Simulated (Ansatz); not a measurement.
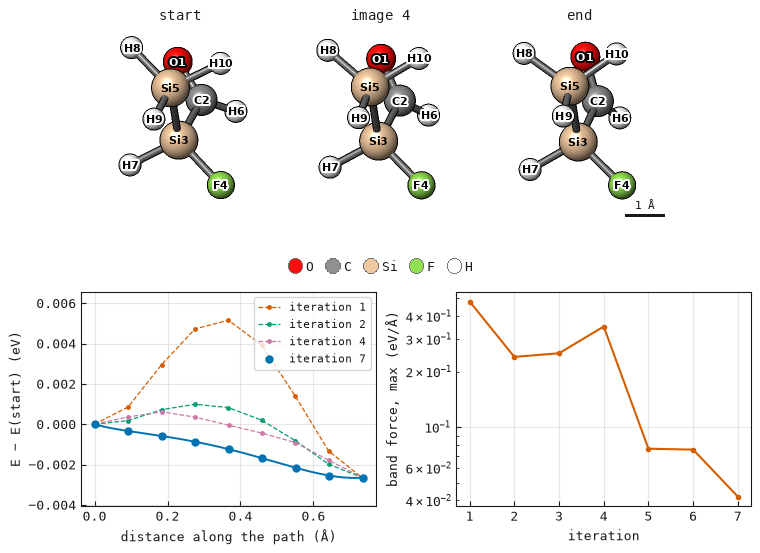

A nudged-elastic-band calculation for CH5FOSi2. Images are numbered from 0 (start) to 8 (end). The plot follows the band through its iterations. A ball-and-stick model, seen from a free direction.

Computed with RKS CAM-B3LYP/def2-SVP (Ansatz). Run with 7 movable images; climbing image from the first iteration; force threshold 0.05 eV/Å; iteration limit 60; optimiser L-BFGS; starting path by image-dependent pair potential.

### Judge this run.

The run is converged, with reservations. The band converged in 7 iterations. The largest component of the band force went from 0.48 to 0.042 eV/Å. The first iteration put the highest image at 0.005 eV. No barrier shows: the energy is highest at the start, and the end lies 0.003 eV below the start.
